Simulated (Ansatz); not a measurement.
S2Si (SMILES S=[Si]=S)

```xyz
3

S     0.0000    0.0000   -1.9390
S     0.0000    0.0000    1.9390
Si    0.0000    0.0000    0.0000
```

Geometry: B3LYP/6-31G*.

The calculation used isolated molecule in a Gaussian basis; Kohn-Sham density functional theory, functional PBE0 in Ansatz.

**What will maps of the electron density and electron localisation function show?**

Si–S (1.94 Å): ρ is about 1 e/Å³ halfway; the ELF peaks at about 0.80 between the atoms (a covalent bond).

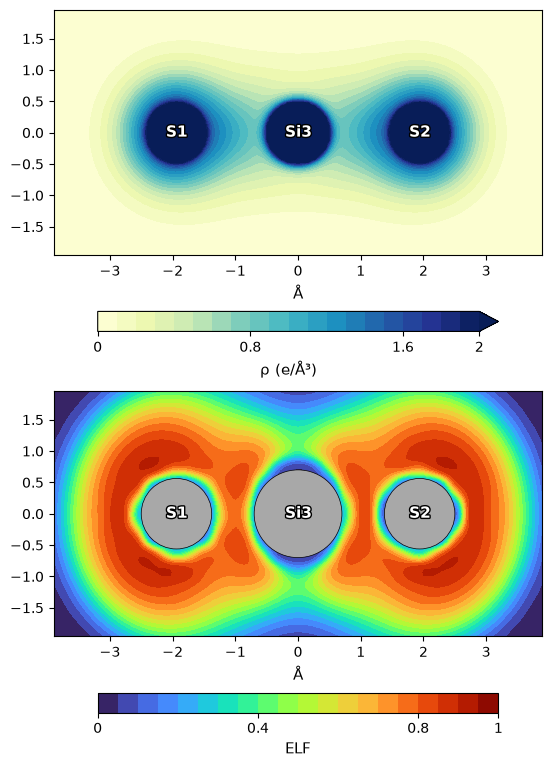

Computed electron density and electron localisation function on a plane that holds the molecular axis, in this order. Grey discs cover the atomic cores in the ELF map. 
